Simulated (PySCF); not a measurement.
SMILES c1ccc([se]1)-c1nccs1 (C₇H₅NSSe) at its GFN2-xTB optimised geometry (Å):

```
15

C     -0.2139    -2.9910     0.0000
C      1.1477    -2.9910     0.0000
Se     1.8680    -1.2820     0.0000
C      0.0969    -0.6779     0.0000
C     -0.1273     0.7248     0.0000
N      0.8426     1.5822     0.0000
C      0.3983     2.8536     0.0000
C     -0.9538     2.9971     0.0000
S     -1.7249     1.4578    -0.0001
C     -0.8030    -1.7111     0.0000
H     -0.7987    -3.8955     0.0000
H      1.7786    -3.8613     0.0000
H      1.1117     3.6576     0.0000
H     -1.5364     3.8955     0.0000
H     -1.8680    -1.5490     0.0000
```

Computed with B3LYP/def2-TZVP (PySCF 2.14.0). Cells within 0.4 Å of a nucleus heavier than hydrogen are left out (blank, or x).

Map of the electrostatic potential (hartree/e), clipped to [-0.08, 0.12] on the plane z = 0.0 Å:

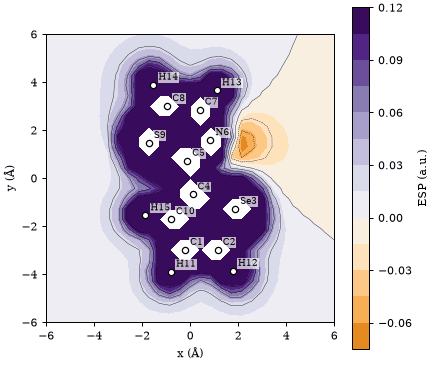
Figure: Electrostatic potential (hartree/e), clipped to [-0.08, 0.12] on the plane z = 0.0 Å.
